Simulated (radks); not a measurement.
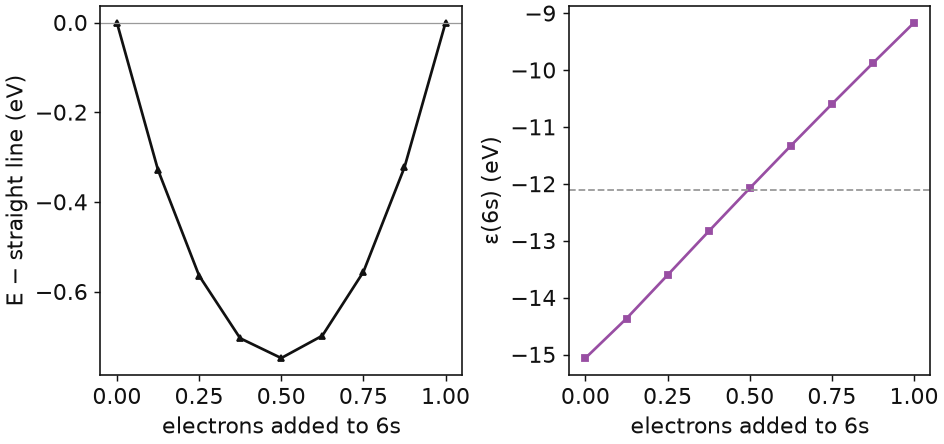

Theory: Dirac Kohn-Sham, PBE, spin-unpolarised, spherical densities, finite nucleus (computed with the in-house radial solver radks). The occupation of the 6s shell is varied from Tm²⁺ ([Xe] 4f13 (open shells shared over both j by 2j + 1)) to Tm⁺ ([Xe] 4f13 6s1 (open shells shared over both j by 2j + 1)), with spherical fractional occupations. The plot shows the total energy less the straight line between the end points, and the eigenvalue of 6s (the dashed line is minus the energy to take the whole electron out).

**Describe the curve.**

The curve is convex (below the straight line), with the largest deviation among the points computed, −0.75 eV, at 0.5. The end points differ by 12.1 eV, the energy to take the electron out. The eigenvalue, which is the slope of the energy (Janak's theorem), moves from −15.1 eV at 0 to −9.16 eV at 1; for a straight line it would stay constant, and a parabola would sag by an eighth of this change, scaled to a whole electron, 0.74 eV. Convexity is the delocalisation error: fractional charges are too low in energy.
